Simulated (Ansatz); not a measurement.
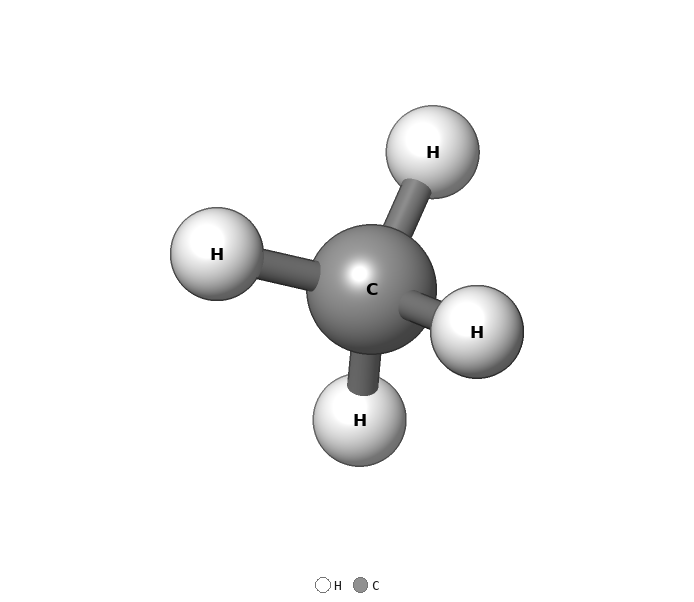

Computed geometry: PBE0-D4/def2-TZVP optimisation.

Describe the molecule.

Formula CH4. This geometry has Td symmetry. Coordination: 1 C tetrahedral.

The parts below concern this one geometry. Atoms keep their numbers from picture to picture.

## Shape

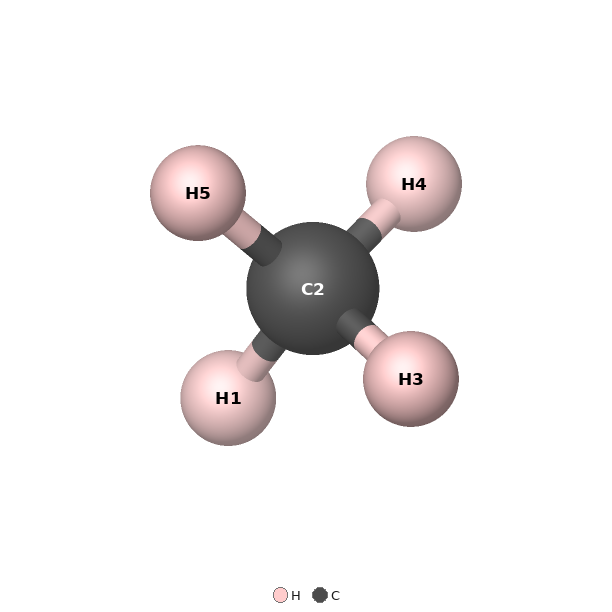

The atoms are numbered.

Give these bond angles: H1–C2–H3.

```tsv
angle	degrees
H1–C2–H3	109.5
```

## Charges

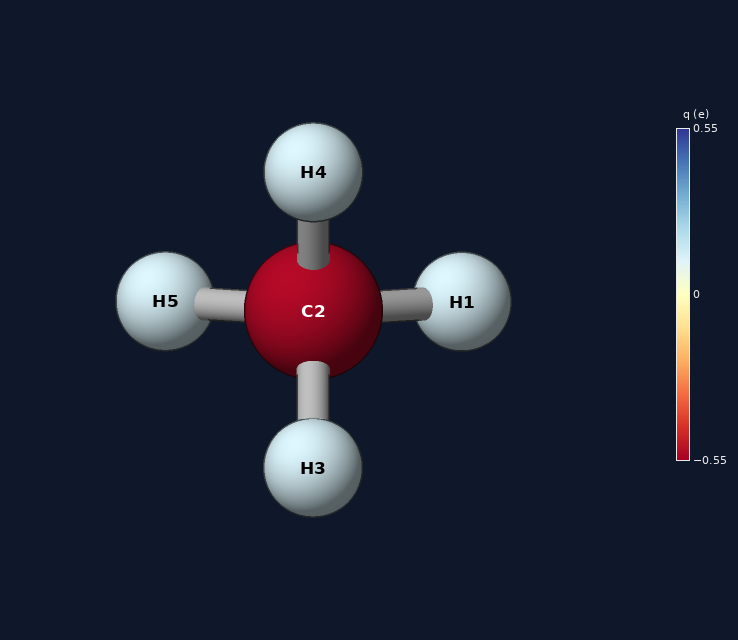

Atoms are coloured by their Mulliken charges. Level of theory: RKS PBE0-D4/def2-TZVP (Ansatz 0.2.0).

Give the Mulliken charges atom by atom.

```
atom  value (e)
  H1       0.13
  C2      −0.53
  H3       0.13
  H4       0.13
  H5       0.13
```

## Vibrations

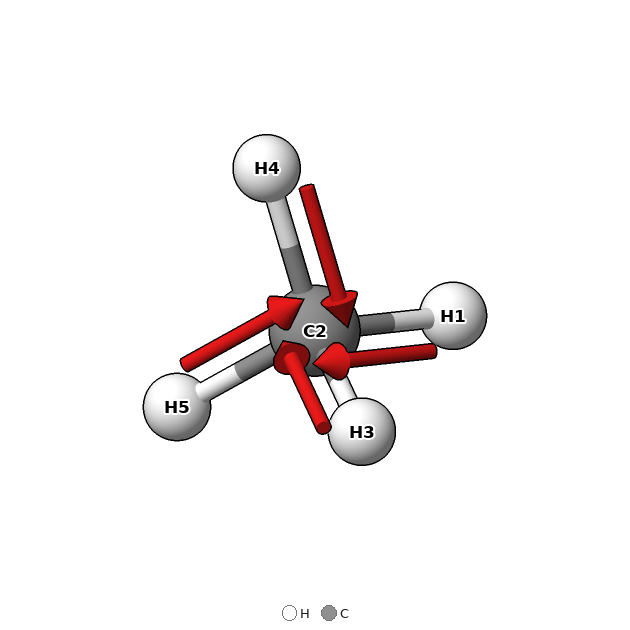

The arrows show one normal mode. Harmonic vibrations computed with RKS PBE0-D4/def2-TZVP (Ansatz 0.2.0) at a stationary point of the same level.

Describe the motion.

Answer. Mostly in-phase stretching of 4 C–H bonds.

At what wavenumber does it lie?

Answer. 3047 cm⁻¹; it is mode 6 of 9 counted from the lowest.

## Electronic properties

Method: RKS PBE0-D4/def2-TZVPP (Ansatz 0.2.0).

Computed properties:

- HOMO energy (Kohn–Sham orbital): −10.98 eV
- LUMO energy (Kohn–Sham orbital): 1.70 eV
- HOMO–LUMO gap: 12.68 eV

Mulliken values depend strongly on the basis set and can even reverse the polarity of a bond.
